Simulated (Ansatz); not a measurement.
# GaHCl (SMILES [Cl][GaH]) at U-wB97M-V/STO-3G

Aim: the energy change on altering one bond length of GaHCl at U-wB97M-V/STO-3G, from 2 runs. 

The calculation is run with Ansatz 0.2.0.

99 further runs of the same task are left out: 46 that didn't finish, 53 set aside as unsound or not needed.

**1. Starting point**

GaHCl has 3 atoms, charge 0, and is taken as a doublet. As SMILES, `[Cl][GaH]`. The coordinates come from a PBE0-D4/def2-TZVP relaxation.

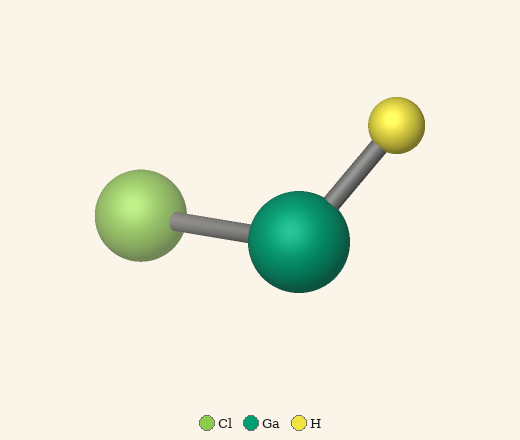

The structure, seen from a chosen angle (chlorine green, gallium teal, hydrogen yellow).

**2. The energy at U-wB97M-V/STO-3G**

Input file in.yaml:

```yaml
crystal:
  periodic: [false, false, false]
  atoms:
    - {symbol: Cl, position_ang: [1.530700, -0.191300, 0.805700]}
    - {symbol: Ga, position_ang: [-0.331100, -0.583500, -0.232800]}
    - {symbol: H, position_ang: [-1.210500, 0.710000, -0.586300]}
basis:
  gaussian: {orbitals: STO-3G}
magnetization: {spin_polarized: true, initial_magnetization: 1}
hamiltonian: {xc: {name: wB97M-V}}
accuracy: high
```

Launch:

```console
$ ansatz run in.yaml --threads 1 --pin off --max-ram 2610MiB --events-out events.jsonl --progress --plain --runs-dir runs
```

The program printed:

```text
Warning: RAYON_NUM_THREADS=1 ignored (pool sized by the plan → 1); use --threads N
Functional definition: wB97M-V
  name "wB97M-V"
  parameter omega = 0.3/bohr
  parameter cx = 0.15
  parameter cx01 = 1.007
  parameter cx10 = 0.259
  parameter css00 = 0.443
  parameter css04 = -1.437
  parameter css10 = -4.535
  parameter css20 = -3.390
  parameter css43 = 4.278
  parameter cos00 = 1.000
  parameter cos10 = 1.358
  parameter cos20 = 2.924
  parameter cos21 = -8.812
  parameter cos60 = -1.390
  parameter cos61 = 9.142
  parameter b = 6.0
  parameter c = 0.01
  gx(w, u) = 1 - cx + cx01*u + cx10*w
  gss(w, u) = css00 + css04*u^4 + css10*w + css20*w^2 + css43*w^4*u^3
  gos(w, u) = cos00 + cos10*w + (cos20 + cos21*u)*w^2 + (cos60 + cos61*u)*w^6
  exchange = spin_sum(e_x_unif_sr(omega)*gx(b97_w, b97_u_x)) + cx*exact_x_sr(omega) + exact_x_lr(omega)
  correlation = spin_sum(e_c_pw_mod_same_spin*gss(b97_w, b97_u_same))
      + integral(e_c_pw_mod_opposite_spin*gos(b97_w_opposite, b97_u_opposite)) + vv10(b, c)
397 factors; integrals over basis functions are off by at most 3.6e-8 eV
122 factors; integrals over basis functions are off by at most 1.2e-9 eV
mean field evaluation 1: about -63936.4262 eV, gradient 1.8e2 eV
mean field evaluation 2: about -64041.1664 eV, gradient 6.8e1 eV
mean field evaluation 4: about -64155.2009 eV, gradient 2.1e1 eV
mean field evaluation 8: about -64168.0374 eV, gradient 4.3e-1 eV
mean field evaluation 16: about -64168.7325 eV, gradient 3.7e-1 eV
mean field evaluation 32: about -64168.6840 eV, gradient 1.7e0 eV
mean field -64168.74068709 eV, -2358.1577251159 hartree, gradient 2.7e-8 eV, S^2 0.751716; 5 other end points of the search recorded, 0 dependent functions left out
reference -64168.74068930 eV, -2358.1577251972 hartree; 25, 24 occupied and 3, 4 virtual orbitals, 397 factors
Total energy: -64168.74068930 eV, -2358.1577251972 hartree
```

Run time: 27 s. Hardware: 1 thread of Arm Neoverse V1, shared host; peak memory 0.46 GiB.

**3. The distorted shape at the same level**

Input file input.yaml:

```yaml
crystal:
  periodic: [false, false, false]
  atoms:
    - {symbol: Cl, position_ang: [1.750568, -0.514701, 0.894082]}
    - {symbol: Ga, position_ang: [-0.111232, -0.906901, -0.144418]}
    - {symbol: H, position_ang: [-1.210500, 0.710000, -0.586300]}
basis:
  gaussian:
    orbitals: STO-3G
magnetization:
  spin_polarized: true
  initial_magnetization: 1
hamiltonian:
  xc: {name: wB97M-V}
accuracy: high
```

Launch:

```console
$ ansatz run input.yaml --threads 1 --pin off --max-ram 2610MiB --events-out events.jsonl --progress --plain --runs-dir runs
```

The program printed, shortened:

```text
Warning: RAYON_NUM_THREADS=1 ignored (pool sized by the plan → 1); use --threads N
[... 2 set-up lines as earlier in the session ...]
[...]
  gx(w, u) = 1 - cx + cx01*u + cx10*w
  gss(w, u) = css00 + css04*u^4 + css10*w + css20*w^2 + css43*w^4*u^3
  gos(w, u) = cos00 + cos10*w + (cos20 + cos21*u)*w^2 + (cos60 + cos61*u)*w^6
[...]
      + integral(e_c_pw_mod_opposite_spin*gos(b97_w_opposite, b97_u_opposite)) + vv10(b, c)
396 factors; integrals over basis functions are off by at most 9.5e-9 eV
124 factors; integrals over basis functions are off by at most 8.6e-10 eV
[...]
mean field -64167.49666296 eV, -2358.1120080722 hartree, gradient 9.0e-8 eV, S^2 0.750916; 6 other end points of the search recorded, 0 dependent functions left out
reference -64167.49666523 eV, -2358.1120081557 hartree; 25, 24 occupied and 3, 4 virtual orbitals, 396 factors
Total energy: -64167.49666523 eV, -2358.1120081557 hartree
```

Wall time 82 s (1 thread of Arm Neoverse V1, shared host); peak memory 0.46 GiB.

**4. What came out**

Level: U-wB97M-V/STO-3G.

```
                                                          quantity           value
                                         first shape: total energy  -2358.15773 Eh
                                                 first shape: ⟨S²⟩           0.752
                                     distorted shape: total energy  -2358.11201 Eh
                                             distorted shape: ⟨S²⟩           0.751
energy change with the Ga2–H3 bond stretched from 1.604 to 2.004 Å        1.244 eV
```

**Reading.** With the Ga2–H3 bond stretched from 1.604 to 2.004 Å the energy rises by 1.24 eV (120 kJ/mol). The first shape isn't relaxed at this level, so the change isn't measured from a minimum. The minimal basis adds a large error of its own.
